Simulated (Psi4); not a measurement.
# CCSD/def2-SVPD run of SiPH4F (SMILES FP[SiH3])

Aim: the vertical singlet–triplet gap of SiPH4F at CCSD/def2-SVPD, from 2 runs. 

The calculation is run with Psi4 1.11.

1 further run of the same task is left out (set aside as unsound or not needed).

## (1) The structure to begin with

SiPH4F has 7 atoms, charge 0, and is taken as a singlet. As SMILES, `FP[SiH3]`. Geometry: relaxed at GFN2-xTB.

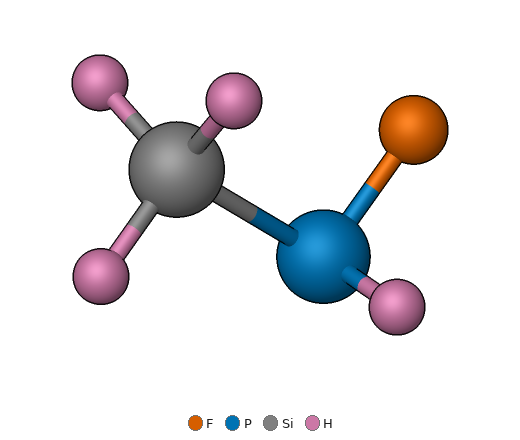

The structure, seen from a chosen angle (fluorine orange, phosphorus blue, silicon grey, hydrogen pink).

## (2) A single-point energy at CCSD/def2-SVPD

File job.json:

```json
{
 "schema_name": "qcschema_input",
 "schema_version": 1,
 "molecule": {
  "schema_name": "qcschema_molecule",
  "schema_version": 2,
  "symbols": ["F", "P", "Si", "H", "H", "H", "H"],
  "geometry": [-0.70373401, -3.23441744, 2.46170843, -0.11162612, -2.72443705, -0.54611195, 0.71709437, 1.45395528, -0.21244301, -2.66904918, -2.38744219, -1.15010622, 0.77507117, 2.38916184, -2.81191247, -1.19727378, 2.8020859, 1.26088196, 3.18951755, 1.70113146, 0.99798326],
  "molecular_charge": 0,
  "molecular_multiplicity": 1,
  "fix_symmetry": "c1"
 },
 "driver": "energy",
 "model": {
  "method": "ccsd",
  "basis": "def2-SVPD"
 },
 "keywords": {
  "puream": true,
  "e_convergence": 1e-09,
  "d_convergence": 1e-08,
  "scf_type": "pk",
  "num_frozen_docc": 11
 }
}
```

Command:

```console
$ psi4 --qcschema job.json -n 1 --memory 1600MB
```

stdout:

```text
[...]
  Running in c1 symmetry.
[...]
  Nuclear repulsion =  153.777950621171726
[...]
  Multiplicity = 1
[...]
  Nalpha       = 21
  Nbeta        = 21
[...]
    Number of basis functions: 103
[...]
   @RHF iter   1:  -731.11563772272279   -6.02300e-01   2.87444e-03 DIIS/ADIIS
[...]
   @RHF iter  11:  -731.17331147064635   -2.09184e-11   6.66800e-09 DIIS
[...]
    Orbital Energies [Eh]
    ---------------------
    Doubly Occupied:
       1A    -79.979827     2A    -68.771200     3A    -26.288501
       4A     -7.540607     5A     -6.142630     6A     -5.440075
       7A     -5.438171     8A     -5.437110     9A     -4.252969
      10A     -4.252605    11A     -4.252436    12A     -1.561635
      13A     -0.869210    14A     -0.734183    15A     -0.681441
      16A     -0.667524    17A     -0.630900    18A     -0.513063
      19A     -0.507131    20A     -0.461860    21A     -0.373939
[...]
  @RHF Final Energy:  -731.17331147064635
   => Energetics <=
    Nuclear Repulsion Energy =            153.7779506211717262
    One-Electron Energy =               -1320.3084911328260205
    Two-Electron Energy =                 435.3572290410077699
    Total Energy =                       -731.1733114706464676
[...]
 Multipole Moments:
 ------------------------------------------------------------------------------------
     Multipole            Electronic (a.u.)      Nuclear  (a.u.)        Total (a.u.)
 ------------------------------------------------------------------------------------
 L = 1.  Multiply by 2.5417464519 to convert [e a0] to [Debye]
 Dipole X            :         -0.4617391            0.4216103           -0.0401289
 Dipole Y            :         -5.8723924            6.4320881            0.5596957
 Dipole Z            :          1.5482653           -2.0837314           -0.5354661
 Magnitude           :                                                    0.7756246
[...]
      * MP2 total energy                      = -731.601277751352200
[...]
      * CCSD total energy                     = -731.645236007209405
[...]
```

The result, in JSON:

```text
{
 "driver": "energy",
 "model": {
  "method": "ccsd",
  "basis": "def2-SVPD"
 },
 "success": true,
 "return_result": -731.6452360072094,
 "properties": {
  "calcinfo_nbasis": 103,
  "calcinfo_nmo": 103,
  "calcinfo_nalpha": 21,
  "calcinfo_nbeta": 21,
  "calcinfo_natom": 7,
  "nuclear_repulsion_energy": 153.77795062117173,
  "return_energy": -731.6452360072094,
  "scf_one_electron_energy": -1320.308491132826,
  "scf_two_electron_energy": 435.35722904100777,
  "scf_dipole_moment": [-0.04012889055410951, 0.5596956949287444, -0.535466069068613],
  "scf_total_energy": -731.1733114706464,
  "scf_iterations": 11,
  "mp2_same_spin_correlation_energy": -0.09594573023138425,
  "mp2_opposite_spin_correlation_energy": -0.332020550470759,
  "mp2_singles_energy": -1.3195748149610034e-26,
  "mp2_doubles_energy": -0.42796628070214326,
  "mp2_correlation_energy": -0.42796628070214326,
  "mp2_total_energy": -731.6012777513522,
  "ccsd_same_spin_correlation_energy": -0.09026536680795771,
  "ccsd_opposite_spin_correlation_energy": -0.38165916975134745,
  "ccsd_singles_energy": 0.0,
  "ccsd_doubles_energy": -0.47192453655930516,
  "ccsd_correlation_energy": -0.47192453655930505,
  "ccsd_total_energy": -731.6452360072094,
  "ccsd_iterations": 18
 }
}
```

Run time: 54 s. Hardware: 1 thread of Intel Xeon 6975P-C (Granite Rapids), shared host; peak memory 0.89 GiB.

## (3) The triplet at the same level

File fh4psi.dat:

```
memory 1600 MB

molecule molecule1 {
  0 3
  F     -0.372400    -1.711580     1.302680
  P     -0.059070    -1.441710    -0.288990
  Si     0.379470     0.769400    -0.112420
  H     -1.412400    -1.263380    -0.608610
  H      0.410150     1.264290    -1.488000
  H     -0.633570     1.482800     0.667230
  H      1.687820     0.900200     0.528110
  units angstrom
  symmetry c1
  no_reorient
  no_com
}

set {
  reference uhf
  puream true
  e_convergence 1e-09
  d_convergence 1e-08
  scf_type pk
  num_frozen_docc 11
  maxiter 200
}

E = energy('ccsd/def2-SVPD')
```

Command:

```console
$ psi4 fh4psi.dat fh4psi.out -n 1
```

fh4psi.out:

```text
[...]
  Running in c1 symmetry.
[...]
  Nuclear repulsion =  153.777950530200940
[...]
  Multiplicity = 3
[...]
  Nalpha       = 22
  Nbeta        = 20
[...]
    Number of basis functions: 103
[...]
   @UHF iter   1:  -730.94890551891183   -4.35568e-01   3.32457e-03 DIIS/ADIIS
[...]
   @UHF iter  18:  -731.03635925724188   -8.86757e-12   4.95546e-09 DIIS
[...]
   @S^2 Observed:                2.013037806E+00
[...]
    Orbital Energies [Eh]
    ---------------------
    Alpha Occupied:
       1A    -80.018684     2A    -68.789412     3A    -26.275782
       4A     -7.575001     5A     -6.158379     6A     -5.481482
       7A     -5.477822     8A     -5.470456     9A     -4.270332
      10A     -4.267823    11A     -4.267577    12A     -1.570783
      13A     -0.910918    14A     -0.749281    15A     -0.694986
      16A     -0.672435    17A     -0.656468    18A     -0.528497
      19A     -0.513284    20A     -0.487601    21A     -0.448139
      22A     -0.230404
    Alpha Virtual:
      23A      0.073662    24A      0.098500    25A      0.122229
[...]
  @UHF Final Energy:  -731.03635925724188
   => Energetics <=
    Nuclear Repulsion Energy =            153.7779505302009397
    One-Electron Energy =               -1319.7449284244826231
    Two-Electron Energy =                 434.9306186370397427
    Total Energy =                       -731.0363592572418838
  UHF NO Occupations:
  HONO-2 :   20  A 1.9962503
  HONO-1 :   21  A 1.0000000
[...]
 Multipole Moments:
 ------------------------------------------------------------------------------------
     Multipole            Electronic (a.u.)      Nuclear  (a.u.)        Total (a.u.)
 ------------------------------------------------------------------------------------
 L = 1.  Multiply by 2.5417464519 to convert [e a0] to [Debye]
 Dipole X            :         -2.0816578            2.1295891            0.0479313
 Dipole Y            :         45.5759560          -45.1160018            0.4599542
 Dipole Z            :         -9.8187813            9.2863409           -0.5324404
 Magnitude           :                                                    0.7052291
[...]
      * MP2 total energy                      = -731.454308763159020
[...]
      * CCSD total energy                     = -731.497165081298704
[...]
```

It took 2.8 min on 1 thread of Intel Xeon 6975P-C (Granite Rapids), shared host; peak memory 0.92 GiB.

## (4) What came out

At CCSD/def2-SVPD, 11 core orbitals frozen:

| quantity | value |
| --- | --- |
| singlet: total energy | -731.64524 Eh |
| singlet: HOMO energy (Hartree–Fock orbitals) | -10.18 eV |
| singlet: LUMO energy (Hartree–Fock orbitals) | 2.17 eV |
| singlet: HOMO–LUMO gap (Hartree–Fock orbitals) | 12.35 eV |
| singlet: correlation energy (11 core orbitals frozen) | -471.9 mEh |
| singlet: T1 diagnostic | 0.015 |
| triplet: total energy | -731.49717 Eh |
| triplet: HOMO energy (Hartree–Fock orbitals) (highest over α and β) | -6.27 eV |
| triplet: LUMO energy (Hartree–Fock orbitals) (lowest over α and β) | -0.73 eV |
| triplet: correlation energy (11 core orbitals frozen) | -460.8 mEh |
| triplet: ⟨S²⟩ of the reference determinant | 2.013 |
| triplet: T1 diagnostic | 0.033 |
| vertical energy of the triplet above the singlet | 4.029 eV |

At this shape the triplet lies 4.03 eV (389 kJ/mol) above the singlet.
